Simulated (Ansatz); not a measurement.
Input

```
crystal:
  periodic: [false, false, false]
  atoms:
    - { symbol: Al, position_ang: [-0.438539, 0.634921, -0.752493] }
    - { symbol: C, position_ang: [1.629629, -0.053971, 1.552646] }
    - { symbol: H, position_ang: [0.614615, -0.480355, 1.658511] }
    - { symbol: H, position_ang: [2.31838, -0.73622, 2.081651] }
    - { symbol: C, position_ang: [1.709639, 1.37146, 2.105217] }
    - { symbol: H, position_ang: [1.43104, 1.406789, 3.172078] }
    - { symbol: H, position_ang: [2.727495, 1.785191, 2.007364] }
    - { symbol: H, position_ang: [1.029081, 2.056116, 1.564458] }
    - { symbol: H, position_ang: [1.921495, -0.087715, 0.482776] }
    - { symbol: H, position_ang: [-1.437635, -0.306215, 0.235792] }
basis:
  gaussian: { orbitals: "6-31G*" }
hamiltonian:
  xc: pbe
relax:
  f_tol: 0.03
  max_steps: 50
output:
  orbitals: {}
```

Run with:

```sh
ansatz run input.yaml --threads 1 --pin off --max-ram 2048MiB --backend cpu --events-out ev --progress --plain --runs-dir out
```

The fields are those of the run's last geometry, not of the input's.

Computed with RKS PBE/6-31G* in Ansatz 0.2.0.

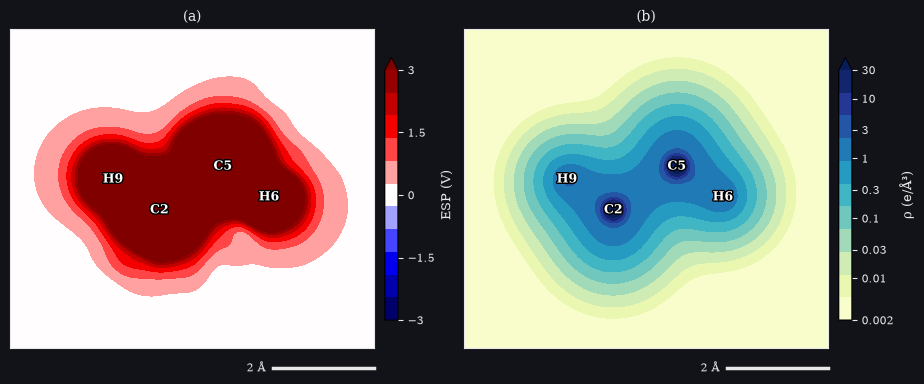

AlH···C$_{2}$H$_{6}$. (a) molecular electrostatic potential; (b) total electron density on the plane of atoms C2, C5 and H6.

Question: Read the bonding off the picture.

Answer:
- The plane passes through C and H nuclei.
- C–C (1.53 Å): the density is about 1.6 e/Å³ at the midpoint.
- C–H (1.10 Å): ρ is about 1.9 e/Å³ halfway.
- The potential has no marked negative region in this plane.
